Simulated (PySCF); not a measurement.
Input file:

```
{"job": {"kind": "epr", "basis": "pcH-1"}, "charge": 0, "multiplicity": 2}
C     -2.802546     1.223907    -0.604129
C     -2.249477     0.461099     0.601350
Si    -2.931947    -1.333987     0.717232
C     -0.823264     0.319085     0.515642
C      0.368474     0.121106     0.417177
C      1.706833    -0.044527     0.309011
C      2.910027    -0.187955     0.208130
Si     4.725812    -0.388571     0.020684
H     -3.882774     1.329107    -0.521941
H     -2.361129     2.218209    -0.666334
H     -2.574564     0.695068    -1.527675
H     -2.490631     1.012922     1.517201
H     -2.726700    -2.072153    -0.523285
H     -2.436764    -2.020985     1.903306
H      5.018479    -1.807126    -0.209723
H      5.383496     0.072632     1.247442
H      5.159676     0.414199    -1.127482
```

Command:

```sh
OMP_NUM_THREADS=1 python probes_run.py task.json out
```

Geometry: GFN2-xTB.

Method: PySCF, UKS B3LYP, pcH-1 on C H Si, non-relativistic, mean-field spin-orbit, GIAO.

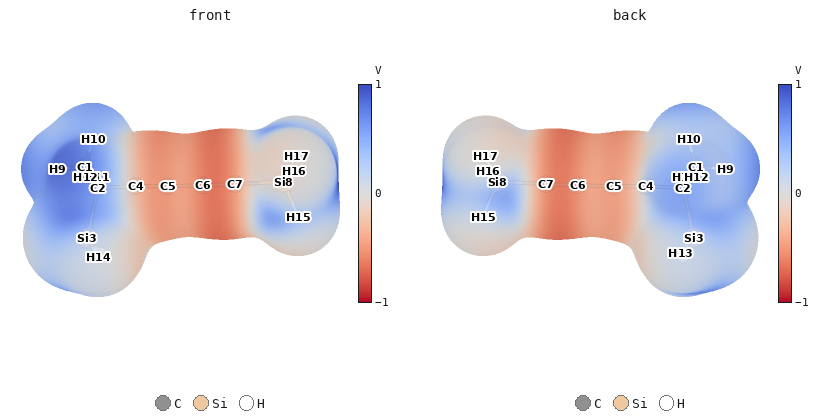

C6H9Si2 (doublet). The electrostatic potential painted on the density surface at 0.001 e/bohr³, seen from the front and from behind; red is negative and blue positive.

Question: Where is the surface potential most negative and most positive?

Answer: The most negative region (about −0.7 V, or −16 kcal/mol for a unit charge) lies over C6 and C7, the most positive (about +0.9 V, or +21 kcal/mol for a unit charge) over Si8 and H12.
